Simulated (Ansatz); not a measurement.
# C₂H₃Al: taking an electron away

How much energy removes an electron from C₂H₃Al at fixed geometry? The cation is run at each level and the neutral's energy taken from earlier runs.

The runs use Ansatz 0.2.0, Gaussian basis; unrestricted cation, the program's frozen cores in correlated methods.

The runs, in order: UKS PBE-D4/def2-TZVPP; UKS r2SCAN-D4/def2-TZVPP; UKS PBE0-D4/def2-TZVPP; UKS B3LYP-D4/def2-TZVPP; UKS wB97X-V/def2-TZVPP; UKS wB97M-V/def2-TZVPP; UKS B2PLYP/def2-TZVPP; UHF-CCSD(T)/def2-TZVPP; UHF-MP2/def2-QZVPP; extrapolation to the limit; then −ε(HOMO) from the neutral's earlier runs with LDA (SPW92), PBE-D4, revPBE-D4, BLYP-D4, r2SCAN-D4, B97M-V, PBE0-D4, B3LYP-D4, r2SCANh-D4, r2SCAN0-D4, HSE06-D4, BHLYP-D4, CAM-B3LYP-D4, LC-ωPBE, ωB97X-V, ωB97M-V.

2 further runs of the same task are left out: 2 that didn't finish.

### 1 Structure used throughout

An earlier PBE0-D4 in a triple-zeta def2 set relaxation fixed the geometry.

SMILES `C#[C][AlH2]`, 6 atoms, charge 0, spin multiplicity 1.

Atoms are counted from 1 here; the program's logs count them from 0.

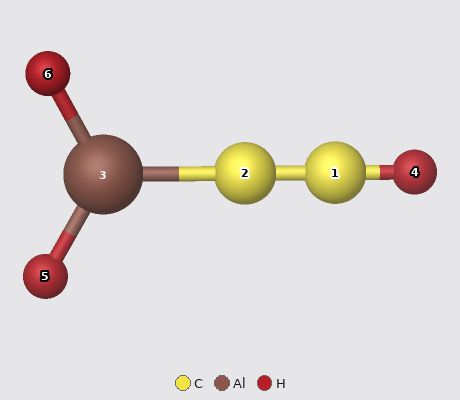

The geometry (carbon yellow, aluminium brown, hydrogen red); atoms are numbered from 1 in the order of the file.

### 2 Cation, UKS PBE-D4/def2-TZVPP

Input file in.yaml:

```yaml
crystal:
  periodic: [false, false, false]
  atoms:
    - {symbol: C, position_ang: [-0.792818, -1.637611, -0.298136]}
    - {symbol: C, position_ang: [-0.266129, -0.564168, -0.106203]}
    - {symbol: Al, position_ang: [0.564769, 1.124159, 0.195033]}
    - {symbol: H, position_ang: [-1.256988, -2.583085, -0.467377]}
    - {symbol: H, position_ang: [1.356714, 1.804691, -0.990468]}
    - {symbol: H, position_ang: [0.436551, 1.792014, 1.620952]}
basis:
  gaussian: {orbitals: def2-TZVPP}
total_charge: 1
magnetization: {spin_polarized: true, initial_magnetization: 1}
hamiltonian: {xc: pbe, dispersion: d4}
```

Further steps of the session: Cation, UKS r2SCAN-D4/def2-TZVPP; Cation, UKS PBE0-D4/def2-TZVPP; Cation, UKS B3LYP-D4/def2-TZVPP; Cation, UKS wB97X-V/def2-TZVPP; Cation, UKS wB97M-V/def2-TZVPP; Cation, UKS B2PLYP (frozen core)/def2-TZVPP; Cation, UHF-CCSD(T)/def2-TZVPP; Cation, UHF-MP2/def2-QZVPP.

Q: Predict the results of all the runs planned. Wanted: ionisation energy, CCSD(T)/CBS; nearest functional by difference; nearest −ε(HOMO); −ε(HOMO) of PBE; T1 of the cation.

As calculated:

```
                        quantity               value
  ionisation energy, CCSD(T)/CBS            10.79 eV
nearest functional by difference  ωB97X-V (-0.29 eV)
                nearest −ε(HOMO)  LC-ωPBE (+0.04 eV)
                 −ε(HOMO) of PBE             6.86 eV
                T1 of the cation               0.050
```

What this shows: By cation minus neutral, the functionals miss by 0.88 eV at most. −ε(HOMO) of PBE misses by 3.9 eV, since self-interaction lifts the level. Among orbital estimates LC-ωPBE comes nearest. Hartree-Fock falls 1.56 eV short, as the neutral has more correlation energy than the cation. The cation's T1 (from the report) is 0.050, above the customary mark of 0.045 for open shells, so the coupled-cluster value is less safe.
